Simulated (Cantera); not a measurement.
Feed: 1 mol PbO, 73 mol H₂, 1.1 mol H₂O, equilibrated at 1.33 mbar.

Method: chemical equilibrium by Gibbs-energy minimisation in Cantera with the NASA 1993 tables (ideal gas, pure condensed phases). Candidate condensed phases: H₂O, Pb, PbO, PbO₂, Pb₃O₄; 12 gas species. The numbers say what is thermodynamically allowed, not how fast it happens.

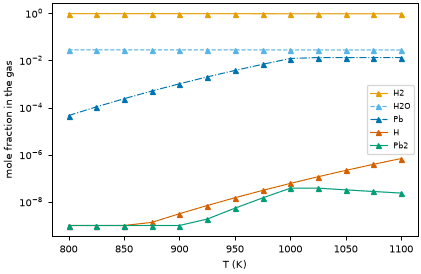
Fig. 1. Equilibrium gas composition (values under 1e-9 drawn at 1e-9)

From 800 K to 1000 K the condensed part is Pb(l). From 1025 K to 1100 K nothing is condensed. The main Pb-bearing gas is Pb throughout.
